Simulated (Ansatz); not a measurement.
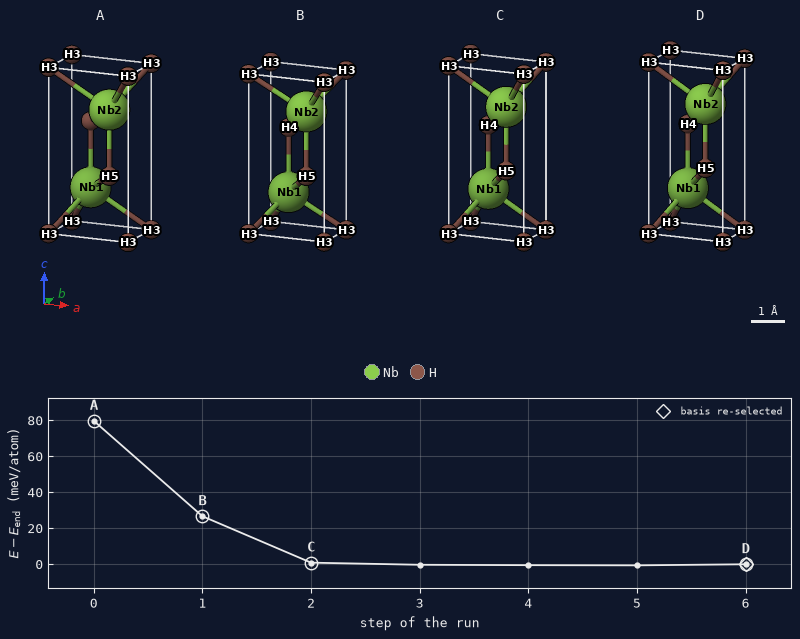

Frames of a relaxation of a crystal of Nb2H3 (built on the A-type sesquioxide_164 type) (coarse preliminary run), marked on the history of the run. Style: ball-and-stick. Shown: the cell of the calculation, slightly off an axis.

Case: A-type sesquioxide type (P-3m1, No. 164).

All numbers below come from Ansatz, DFT PBE, scalar-relativistic, plane waves, PAW.

Input file:
```yaml
crystal:
  lattice:
    - [3.3091608084, 0.0, 0.0]
    - [-1.6545804042, 2.8658173252, 0.0]
    - [0.0, 0.0, 5.1485166892]
  atoms:
    - { symbol: Nb, position: [0.3333333333, 0.6666666667, 0.245] }
    - { symbol: Nb, position: [0.6666666667, 0.3333333333, 0.755] }
    - { symbol: H, position: [0.0, 0.0, 0.0] }
    - { symbol: H, position: [0.3333333333, 0.6666666667, 0.645] }
    - { symbol: H, position: [0.6666666667, 0.3333333333, 0.355] }
basis:
  ecutwfc: 420
kpoints:
  mp_grid: { grid: [6, 6, 4] }
hamiltonian:
  xc: pbe
scf:
  occupations: { method: gaussian, width: 0.1 }
  lower_state_search: "off"
output:
  forces: true
  stress: true
  eigenvalues: true
relax:
  adjacent_minimum: "off"
  f_tol: 0.04
  max_steps: 70
  cell: { stress_tol: 0.4 }
```

Command:
```bash
ansatz run input.yaml --threads 1 --pin off --max-ram 2560MiB --backend cpu --events-out ev --progress --plain --runs-dir out
```

### What happens along the run?

The largest moves relative to the cell, 0.19 Å, are those of H4 and H5. H5 goes along +c. By element the largest moves are H 0.19 Å, Nb 0.05 Å. The volume changes by −9.8 %, with a = b 3.309 → 3.095 Å (−6.5 %), c 5.149 → 5.309 Å (+3.1 %). Near-neighbour distances that change, for instance: Nb1–Nb1 3.309 → 3.095 Å, Nb1–H3 2.289 → 2.180 Å, Nb1–Nb2 3.165 → 3.070 Å, Nb1–Nb2 (another image) 3.247 → 3.332 Å. Among the angles between lasting bonds that change: Nb2–H4–Nb2 112.3° → 103.8°, Nb1–H4–Nb2 106.5° → 114.7°, Nb1–H3–Nb2 87.4° → 89.5°. The space group stays P-3m1 (No. 164). After 5 accepted moves (6 points after the start) the energy has fallen by 79.8 meV per atom. Largest force component: 0.63 eV/Å at the start, 0.012 eV/Å at the end. Pressure: −14.97 GPa at the start and 0.02 GPa at the end. At 1 point the geometry stayed and the basis and grid were re-selected for the new cell (energy shift of 0.6 meV per atom at most each time). From step 0 to 1: Nb atoms move most (0.09 Å), volume −13.1 %, energy −53.1 meV per atom. From step 1 to 2: H atoms move most (0.08 Å), volume +4.3 %, energy −25.8 meV per atom. From step 2 to 6: H atoms move most (0.03 Å), volume −0.5 %, energy −0.9 meV per atom.

| step | E − E(0), meV/atom | largest force component, eV/Å | pressure, GPa | volume, Å³/atom | note |
| --- | --- | --- | --- | --- | --- |
| 0 | 0.00 | 0.6307 | -14.97 | 9.765 |  |
| 1 | -53.05 | 0.9507 | 8.12 | 8.490 |  |
| 2 | -78.87 | 0.0648 | -1.07 | 8.853 |  |
| 3 | -80.05 | 0.0301 | 0.12 | 8.795 |  |
| 4 | -80.26 | 0.0181 | 0.07 | 8.800 |  |
| 5 | -80.37 | 0.0115 | 0.05 | 8.806 |  |
| 6 | -79.77 | 0.0117 | 0.02 | 8.806 | same geometry, new basis |
